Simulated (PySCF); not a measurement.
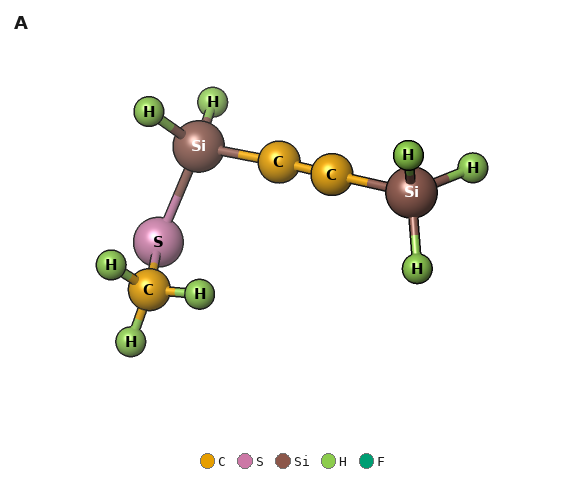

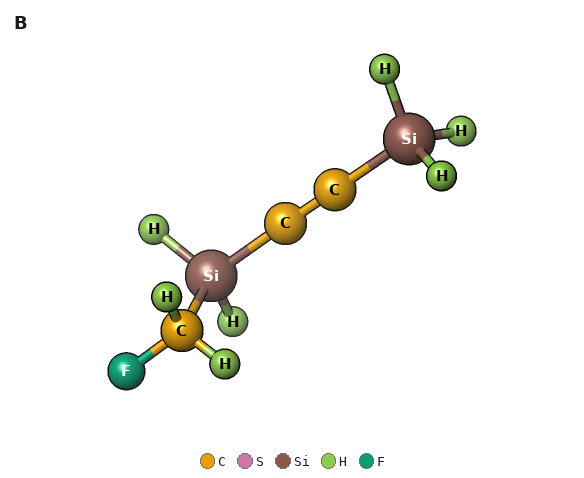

Two related species, optimised with PBE0-D3(BJ)/def2-SVP; properties computed with PySCF 2.14.0. Both: charge 0, singlet.

**What are A and B?**

A is C3H8SSi2 (CS[SiH2]C#C[SiH3]), B is C3H7FSi2 (FC[SiH2]C#C[SiH3]).

Compare them. With B3LYP/def2-SVPD: dipole moment (D), HOMO–LUMO gap (eV), HOMO energy (Kohn–Sham orbital) (eV), lowest vertical singlet excitation (eV), mean static polarisability (bohr³).

| quantity | A | B |
| --- | --- | --- |
| dipole moment (D) | 1.49 | 1.74 |
| HOMO–LUMO gap (eV) | 5.64 | 6.92 |
| HOMO energy (Kohn–Sham orbital) (eV) | −6.82 | −7.98 |
| lowest vertical singlet excitation (eV) | 4.75 | 5.47 |
| mean static polarisability (bohr³) | 115.9 | 95.1 |

Each is one conformer, and no frequency run is at hand to confirm it as a minimum.
